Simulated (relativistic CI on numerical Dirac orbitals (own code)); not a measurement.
## Relativistic CI calculation, with input and output: F³⁺

F³⁺. Computed at this level: Dirac-Coulomb-Breit CI, KLI orbitals optimised for each configuration, model QED (radiative potential, 1s self-energy scaled to tabulated hydrogen-like ionisation energies), valence Slater integrals scaled by 0.85, P86 correlation energy added to each configuration (relativistic CI on numerical Dirac orbitals, in-house).

Input file:
```
atom F  Z=9  charge=3  electrons=6
nucleus A=19  rms_radius_fm=2.8976
hamiltonian dirac-coulomb  breit=on  qed=on  c_scale=1
orbitals kli  potential=per-configuration
slater_scale 0.85
correlation p86
mixing on
configurations
  [He] 2s2 2p2
  [He] 2s 2p3
  [He] 2p4
end
```

Launched within a batch (the task file carries these settings):
```bash
python <driver script> task.json out
```

The program writes its results to a structured record and prints no log; tables and figures of this report are taken from that record.

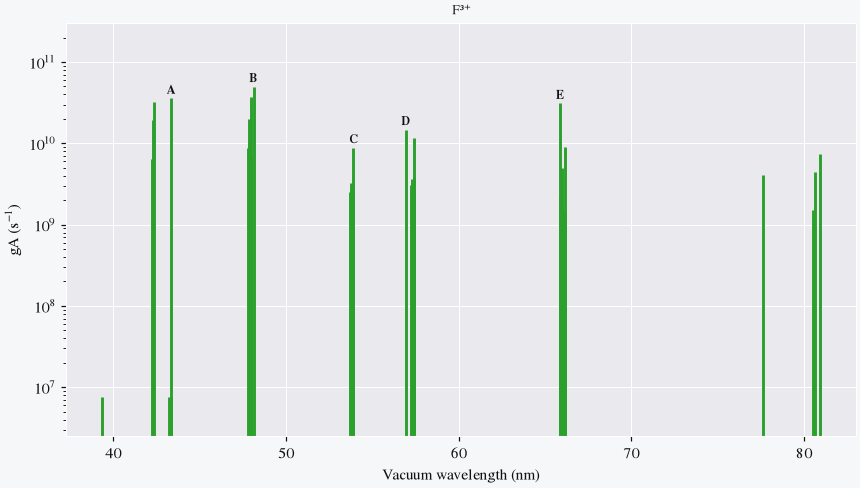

The stronger electric dipole lines (weighted rates gA) for F IV (F³⁺). A: 2s 2p³ ¹P°₁ → 2s² 2p² ¹D₂, 43.33 nm, gA = 3.6×10¹⁰ s⁻¹; B: 2s 2p³ ¹D°₂ → 2s² 2p² ¹D₂, 48.12 nm, gA = 5.0×10¹⁰ s⁻¹; C: 2p⁴ ³P₂ → 2s 2p³ ³P°₂, 53.90 nm, gA = 8.8×10⁹ s⁻¹; D: 2p⁴ ¹S₀ → 2s 2p³ ¹P°₁, 56.95 nm, gA = 1.5×10¹⁰ s⁻¹; E: 2p⁴ ¹D₂ → 2s 2p³ ¹D°₂, 65.88 nm, gA = 3.1×10¹⁰ s⁻¹. The strongest, B, lies in the extreme ultraviolet region.

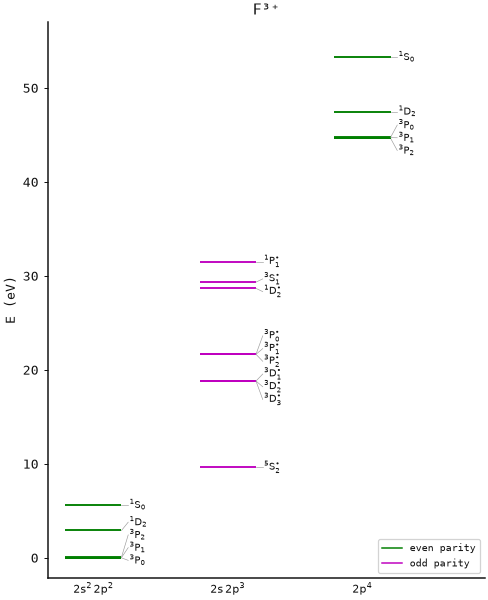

Level diagram of F IV (F³⁺). The lowest level is 2s² 2p² ³P₀. The first excited level, 2s² 2p² ³P₁, lies at 0.0280 eV. The ground term spreads over 0.0756 eV in the order J = 0, 1, 2, a normal multiplet. The lowest level of opposite parity, 2s 2p³ ⁵S°₂, is at 9.62 eV. The levels are close to LS coupling (mean leading weight 99 % in LS and 69 % in jj).

```tsv
Configuration	Level	E (eV)
2s² 2p²	³P₀	0
2s² 2p²	³P₁	0.02797
2s² 2p²	³P₂	0.07561
2s² 2p²	¹D₂	2.912
2s² 2p²	¹S₀	5.630
2s 2p³	⁵S°₂	9.617
2s 2p³	³D°₃	18.81
2s 2p³	³D°₂	18.82
2s 2p³	³D°₁	18.82
2s 2p³	³P°₂	21.66
2s 2p³	³P°₁	21.66
2s 2p³	³P°₀	21.67
2s 2p³	¹D°₂	28.68
2s 2p³	³S°₁	29.34
2s 2p³	¹P°₁	31.53
2p⁴	³P₂	44.66
2p⁴	³P₁	44.72
2p⁴	³P₀	44.74
```

Results in brief:

| quantity | value |
| --- | --- |
| outcome | converged |
| lowest level | 2s² 2p² ³P₀ |
| first excited level | 2s² 2p² ³P₁, 226 cm⁻¹ |
| levels computed | 20 |
| SCF iterations | 23 |
| hardware | 1 CPU thread, shared host |

Notes:

Limits: near-neutral ion: configurations can be misplaced by up to about 10000 cm⁻¹, over 20000 where the f count changes; rates and lifetimes follow the computed energies and can be off by orders of magnitude; only a limited list of configurations is included, so lower levels can be missing.
